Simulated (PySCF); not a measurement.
# C₄H₉F₂NSi: electronic excitations

Wanted: the electronic excitations of C₄H₉F₂NSi (`FC(F)/C=C\CN[SiH3]`), by calculation.

Programs: PySCF 2.14.0, with density-fitted response routines of our own. Each step states its level of theory. These are calculated values for one molecule in the gas phase, unless marked as measured. Atoms count from 0, in the outputs and in this text.

## (1) The molecule as given

17 atoms, charge 0, multiplicity 1; geometry from: GFN2-xTB.

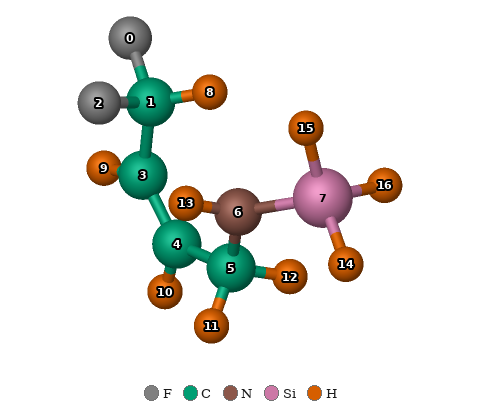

The starting geometry (fluorine grey, carbon teal, nitrogen brown, silicon pink, hydrogen orange), atoms numbered.

## (2) TDDFT and polarisability: CAM-B3LYP/def2-SVPD

The job: settings as JSON, then the geometry in Å.

```
{"job": {"kind": "uv", "xc": "CAM-B3LYP", "basis": "def2-SVPD", "nstates": 8, "ntriplets": 3}, "charge": 0, "multiplicity": 1}
F     -2.430446     1.824377    -1.398321
C     -1.667028     0.909052    -0.747866
F     -2.528707     0.236788     0.073898
C     -1.026259    -0.017460    -1.735888
C      0.038514    -0.778465    -1.531606
C      0.886572    -0.917790    -0.302757
N      0.356834    -0.299987     0.883735
Si     1.330985     0.396416     2.118694
H     -0.957499     1.448885    -0.106392
H     -1.539372    -0.048118    -2.686720
H      0.376077    -1.401129    -2.350704
H      1.071471    -1.994577    -0.152852
H      1.860427    -0.462530    -0.515035
H     -0.524963    -0.711075     1.151989
H      2.139204    -0.558601     2.892534
H      0.372602     1.076347     2.982569
H      2.234588     1.309897     1.414810
```

Method: TDDFT CAM-B3LYP/def2-SVPD, vertical, gas phase, core orbitals frozen in the response.

Command:

```console
$ OMP_NUM_THREADS=1 python probes_run.py task.json out
```

One launch serves the whole session: the jobs run in the order shown.

What will the session give for the following? lowest singlet (CAM-B3LYP/def2-SVPD); brightest single state of those computed; lowest triplet. Wanted: lowest singlet; brightest single state of those computed; lowest triplet.

The runs gave:

| quantity | value |
| --- | --- |
| lowest singlet (CAM-B3LYP/def2-SVPD) | 5.94 eV (209 nm), f = 0.022 |
| brightest single state of those computed | state 5, 7.29 eV, f = 0.190 |
| lowest triplet | 4.32 eV |

In words: The first singlet state (HOMO→LUMO 0.94) lies at 5.94 eV and is weak; of the 8 states computed, the strongest absorption comes from state 5 at 7.29 eV. The lowest triplet lies 1.62 eV below the lowest singlet (triplets in Tamm-Dancoff, singlets in full TDDFT).
